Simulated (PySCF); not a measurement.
## Electronic structure of C₃H₈NOSi (doublet) in real space

```csv
atom,x (Å),y (Å),z (Å)
C,1.9810,0.1837,0.7026
C,1.1271,-0.9730,0.1889
C,-0.0257,-0.4619,-0.6534
O,-0.0125,-0.5172,-1.8906
Si,-1.4438,0.3849,0.1707
N,-2.7891,0.7193,-0.8337
H,1.3849,0.8518,1.3226
H,2.8126,-0.1911,1.2955
H,2.3813,0.7540,-0.1323
H,1.7357,-1.6319,-0.4332
H,0.7368,-1.5444,1.0344
H,-1.8137,0.3614,1.5715
H,-2.6735,0.5656,-1.8242
H,-3.4019,1.4982,-0.6555
```

Geometry: GFN2-xTB.

All numbers below come from UKS B3LYP, pcH-1 on C H N O Si, non-relativistic, mean-field spin-orbit, GIAO (PySCF).

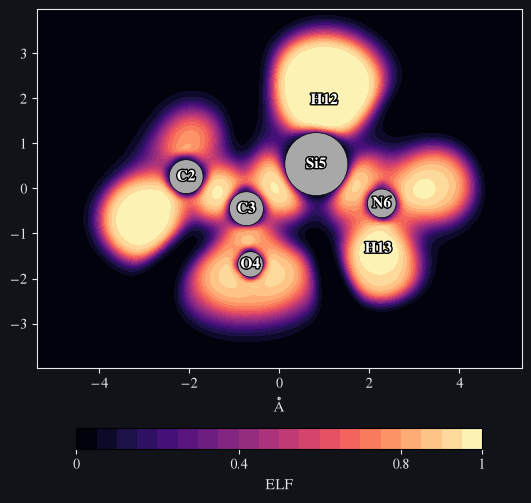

Figure 1. Electron localisation function on the plane of atoms C2, C3 and O4. Grey discs cover the atomic cores.

**Read the bonding off the picture.**

- Atoms in the plane: C, O, Si, N and H.
- C–O (1.24 Å): the ELF peaks at about 0.85 between the atoms; a polar covalent bond.
- C–C (1.52 Å): the ELF peaks at about 0.95 between the atoms; a shared electron pair.
- Si–N (1.71 Å): the ELF peaks at about 0.90 between the atoms; a polar covalent bond.
- C–Si (1.85 Å): the ELF peaks at about 0.95 between the atoms, as expected for a covalent bond.
- N–H (1.01 Å): the ELF climbs to about 1 towards the hydrogen, as it does in any bond to H: an ordinary covalent bond to hydrogen.
- The ELF also peaks beside O4, away from the bonds: non-bonding electrons, paired or unpaired.

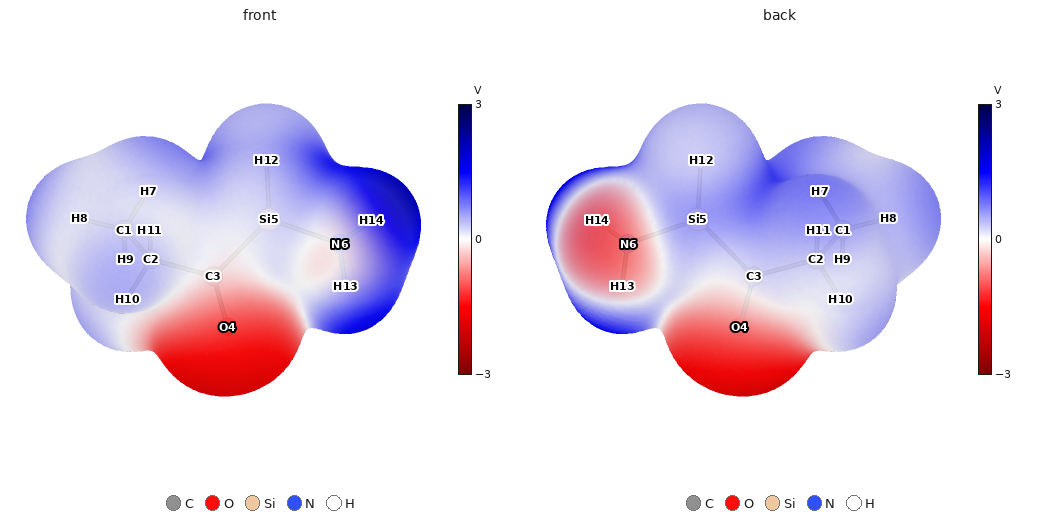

Figure 2. The molecular electrostatic potential painted on the density surface at 0.002 e/bohr³, seen from the front and from behind; red is negative and blue positive.

**Which sites attract a positive test charge, and which a negative one?**

A positive charge is drawn to the negative regions and a negative charge to the positive ones. The most negative region (about −1.9 V) lies over O4, the most positive (about +2.0 V) over H14. O4 is the likeliest acceptor of a hydrogen bond.
